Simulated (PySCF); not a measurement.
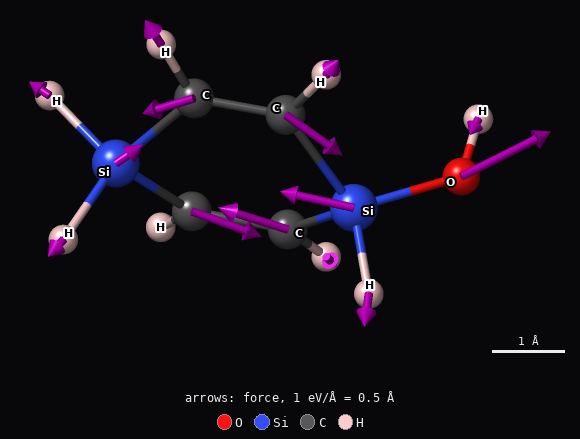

Starting geometry of C$_{4}$H$_{8}$OSi$_{2}$ with the computed forces as purple arrows. A ball-and-stick model, seen from a free direction.

The start comes from GFN2-xTB. Its atoms were then displaced at random by about 0.01 Å.

Level of theory: PBE0-D3(BJ)/def2-SVP geometry optimisation, gas phase in PySCF. 

Is this structure relaxed? If not, where do the atoms go?

It isn't relaxed: the largest force vector, on the O atom, is 2.91 eV/Å. The final displacements have little in common with the starting forces (cosine between the two patterns 0.03). The atom that moves furthest after the best rigid fit is an H atom (0.67 Å). Largest moves by element: H 0.67 Å, O 0.48 Å, Si 0.25 Å, C 0.25 Å. Among the contacts that change: O–Si 1.601 → 1.672 Å, Si–Si 3.429 → 3.499 Å, H–Si 1.439 → 1.489 Å, H–Si 1.459 → 1.498 Å. Among the angles between lasting bonds that change: Si–O–H 123.3° → 115.7°, H–Si–H 110.0° → 106.5°, Si–C–C 122.5° → 125.5°. Groups turn about C–Si by about 20°, C–Si by about 20°, C–Si by about 20°. Over 9 geometry steps the energy falls by 7.37 kcal/mol.
